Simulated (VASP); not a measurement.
Here is the system:

```xyz
2
Lattice="0.0000 2.6750 2.6750 2.6750 0.0000 2.6750 2.6750 2.6750 0.0000" Properties=species:S:1:pos:R:3 pbc="T T T"
K      0.0000     0.0000     0.0000
F      2.6750     2.6750     2.6750
```

Computed with vdW-DF-cx, VASP's PBE PAW potentials (set 64) (plane waves; VASP 6.6.1). Numerical set-up: 520 eV cut-off, 10×10×10 Γ-centred mesh, tetrahedra with Blöchl corrections, potentials K_sv F.

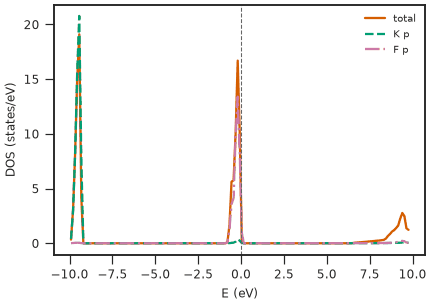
Figure. Total and projected density of states, zero at the valence-band maximum

Within 2 eV below the valence-band maximum the largest weight inside VASP's projection spheres is F p.

The gap is direct, 6.37 eV, from the valence maximum at Γ to the conduction minimum at Γ.

The compound is KF in the rock salt structure. The cell was not relaxed at this level.
